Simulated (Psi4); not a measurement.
**C2H4GaN (SMILES N=C=[CH][GaH2]): M06-L/aug-cc-pVDZ**

Aim: the vertical ionisation energy of C2H4GaN at M06-L/aug-cc-pVDZ, from 2 runs. 

The results are computed with Psi4 1.11.

4 further runs of the same task are left out: 4 set aside as unsound or not needed. Runs told in other sessions of the task aren't counted.

## 1. The system as given

C2H4GaN: 8 atoms, total charge 0, spin state singlet. As SMILES, `N=C=[CH][GaH2]`. The shape is that of a PBE0-D4/def2-TZVP optimisation.

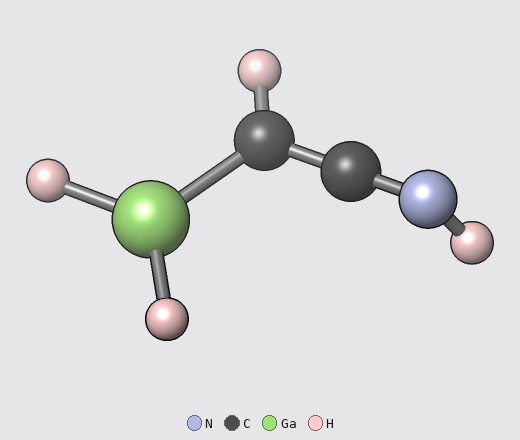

The structure, seen from a chosen angle (nitrogen light blue, carbon dark grey, gallium green, hydrogen pink).

## 2. The energy at M06-L/aug-cc-pVDZ

run.py

```python
import psi4

psi4.set_memory(1600000000)
psi4.set_num_threads(1)
psi4.set_output_file('psi4.out', False)

geom = psi4.geometry("""
0 1
N      0.336900     2.061700    -0.854600
C      0.365600     1.114900    -0.096000
C      0.472300     0.025700     0.622800
Ga    -0.381300    -1.593600     0.007200
H     -0.411400     2.740600    -0.770200
H      1.040500     0.073900     1.545200
H     -0.231900    -2.886400     0.876300
H     -1.190600    -1.536800    -1.330700
symmetry c1
""")

options = {'basis': 'aug-cc-pVDZ', 'puream': True, 'scf_type': 'pk', 'dft_radial_points': 75, 'dft_spherical_points': 302}
psi4.set_options(options)

energy_value = psi4.energy("m06-l")
print(f'total energy {energy_value:.8f} hartree = {energy_value * 27.211386:.5f} eV')
for k, v in sorted(psi4.core.scalar_variables().items()):
    print(f'{k:45s} {v:18.10f}')
```

Started as:

```console
$ python run.py
```

psi4.out:

```text
[...]
  Running in c1 symmetry.
[...]
  Nuclear repulsion =  206.759086002099480
[...]
  Multiplicity = 1
[...]
  Nalpha       = 27
  Nbeta        = 27
[...]
    Number of basis functions: 141
[...]
   @RKS iter   1: -2057.01806257753969   -2.91980e+00   9.82019e-03 ADIIS/DIIS
[...]
   @RKS iter  11: -2058.08195157041246   -8.43834e-08   4.91733e-07 DIIS
[...]
    Orbital Energies [Eh]
    ---------------------
    Doubly Occupied:
       1A   -371.968015     2A    -45.864605     3A    -40.521594
       4A    -40.517321     5A    -40.517222     6A    -14.203332
       7A    -10.133102     8A    -10.051427     9A     -5.512943
      10A     -3.755648    11A     -3.744067    12A     -3.742987
      13A     -0.906945    14A     -0.774476    15A     -0.767694
      16A     -0.766379    17A     -0.765310    18A     -0.762106
      19A     -0.708798    20A     -0.536745    21A     -0.443646
      22A     -0.425549    23A     -0.360360    24A     -0.343152
      25A     -0.275592    26A     -0.269646    27A     -0.225810
[...]
  @RKS Final Energy: -2058.08195157041246
   => Energetics <=
    Nuclear Repulsion Energy =            206.7590860020994796
    One-Electron Energy =               -3273.6008855697186846
    Two-Electron Energy =                1102.9435941002011532
    DFT Exchange-Correlation Energy =     -94.1837461029946468
    Empirical Dispersion Energy =           0.0000000000000000
    VV10 Nonlocal Energy =                  0.0000000000000000
    Total Energy =                      -2058.0819515704124569
[...]
 Multipole Moments:
 ------------------------------------------------------------------------------------
     Multipole            Electronic (a.u.)      Nuclear  (a.u.)        Total (a.u.)
 ------------------------------------------------------------------------------------
 L = 1.  Multiply by 2.5417464519 to convert [e a0] to [Debye]
 Dipole X            :         -1.7655207            1.4401175           -0.3254032
 Dipole Y            :         -6.9495099            7.1772559            0.2277460
 Dipole Z            :          0.2231227            0.1342795            0.3574021
 Magnitude           :                                                    0.5343143
[...]
```

Standard output:

```text
total energy -2058.08195157 hartree = -56003.26240 eV
CURRENT ENERGY                                  -2058.0819515704
CURRENT REFERENCE ENERGY                        -2058.0819515704
DD SOLVATION ENERGY                                 0.0000000000
DFT FUNCTIONAL TOTAL ENERGY                     -2058.0819515704
DFT TOTAL ENERGY                                -2058.0819515704
DFT VV10 ENERGY                                     0.0000000000
DFT XC ENERGY                                     -94.1837461030
GRID ELECTRONS ALPHA                               26.9999987714
GRID ELECTRONS BETA                                26.9999987714
GRID ELECTRONS TOTAL                               53.9999975428
NUCLEAR REPULSION ENERGY                          206.7590860021
ONE-ELECTRON ENERGY                             -3273.6008855697
PCM POLARIZATION ENERGY                             0.0000000000
PE ENERGY                                           0.0000000000
SCF ITERATION ENERGY                            -2058.0819515704
SCF ITERATIONS                                     11.0000000000
SCF TOTAL ENERGY                                -2058.0819515704
TWO-ELECTRON ENERGY                              1102.9435941002
XC GRID RADIAL POINTS                              75.0000000000
XC GRID SPHERICAL POINTS                          302.0000000000
XC GRID TOTAL POINTS                           175280.0000000000
```

It took 35 s on 1 thread of Intel Xeon 6975P-C (Granite Rapids), shared host; peak memory 1.3 GiB.

## 3. The doublet cation

job.py

```python
import psi4

psi4.set_memory(1600000000)
psi4.set_num_threads(1)
psi4.core.set_output_file('c2h4gan.out', False)

m = psi4.geometry("""
1 2
N      0.336900     2.061700    -0.854600
C      0.365600     1.114900    -0.096000
C      0.472300     0.025700     0.622800
Ga    -0.381300    -1.593600     0.007200
H     -0.411400     2.740600    -0.770200
H      1.040500     0.073900     1.545200
H     -0.231900    -2.886400     0.876300
H     -1.190600    -1.536800    -1.330700
symmetry c1
""")

psi4.set_options({
    'basis': 'aug-cc-pVDZ',
    'reference': 'uks',
    'puream': True,
    'scf_type': 'pk',
    'dft_radial_points': 75,
    'dft_spherical_points': 302,
    'maxiter': 100,
})

e_tot = psi4.energy('m06-l')
print('E =', round(e_tot, 9))
```

Started as:

```console
$ python job.py
```

c2h4gan.out:

```text
[...]
  Running in c1 symmetry.
[...]
  Nuclear repulsion =  206.759086002099480
[...]
  Multiplicity = 2
[...]
  Nalpha       = 27
  Nbeta        = 26
[...]
    Number of basis functions: 141
[...]
   @UKS iter   1: -2056.88084342637785   -2.78258e+00   9.04536e-03 ADIIS/DIIS
[...]
   @UKS iter  13: -2057.74679902338539   -1.74086e-08   3.51919e-07 DIIS
[...]
   @S^2 Observed:                7.613001300E-01
[...]
    Orbital Energies [Eh]
    ---------------------
    Alpha Occupied:
       1A   -372.167817     2A    -46.064454     3A    -40.721661
       4A    -40.717497     5A    -40.716474     6A    -14.483599
       7A    -10.402686     8A    -10.341764     9A     -5.713099
      10A     -3.956431    11A     -3.945704    12A     -3.940789
      13A     -1.170577    14A     -1.010178    15A     -0.970368
      16A     -0.969993    17A     -0.965027    18A     -0.961740
      19A     -0.956827    20A     -0.793345    21A     -0.705885
      22A     -0.660066    23A     -0.633455    24A     -0.572301
      25A     -0.515126    26A     -0.499850    27A     -0.450213
    Alpha Virtual:
[...]
  @UKS Final Energy: -2057.74679902338539
   => Energetics <=
    Nuclear Repulsion Energy =            206.7590860020994796
    One-Electron Energy =               -3261.4779335825087401
    Two-Electron Energy =                1090.8703634450484969
    DFT Exchange-Correlation Energy =     -93.8983148880246574
    Empirical Dispersion Energy =           0.0000000000000000
    VV10 Nonlocal Energy =                  0.0000000000000000
    Total Energy =                      -2057.7467990233853925
  UHF NO Occupations:
  HONO-2 :   25  A 1.9988646
  HONO-1 :   26  A 1.9961985
[...]
 Multipole Moments:
 ------------------------------------------------------------------------------------
     Multipole            Electronic (a.u.)      Nuclear  (a.u.)        Total (a.u.)
 ------------------------------------------------------------------------------------
 L = 1.  Multiply by 2.5417464519 to convert [e a0] to [Debye]
 Dipole X            :         -1.1627734            1.4401175            0.2773442
 Dipole Y            :         -5.1433635            7.1772559            2.0338924
 Dipole Z            :          0.2604120            0.1342795            0.3946914
 Magnitude           :                                                    2.0903156
[...]
```

On the terminal:

```text
E = -2057.746799023
```

It took 46 s on 1 thread of Intel Xeon 6975P-C (Granite Rapids), shared host; peak memory 1.3 GiB.

## 4. What came out

At M06-L/aug-cc-pVDZ:

| quantity | value |
| --- | --- |
| singlet C2H4GaN: total energy | -2058.08195 Eh |
| singlet C2H4GaN: dipole moment | 1.36 D |
| singlet C2H4GaN: HOMO energy | -6.14 eV |
| singlet C2H4GaN: LUMO energy | -1.91 eV |
| singlet C2H4GaN: HOMO–LUMO gap | 4.24 eV |
| doublet cation: total energy | -2057.74680 Eh |
| doublet cation: HOMO energy (highest over α and β) | -12.25 eV |
| doublet cation: LUMO energy (lowest over α and β) | -11.97 eV |
| doublet cation: ⟨S²⟩ | 0.761 |
| vertical ionisation energy (to the doublet cation) | 9.120 eV |

The vertical ionisation energy comes to 9.12 eV (880 kJ/mol). −ε(HOMO) before ionisation, 6.14 eV, is 2.98 eV below this ionisation energy.
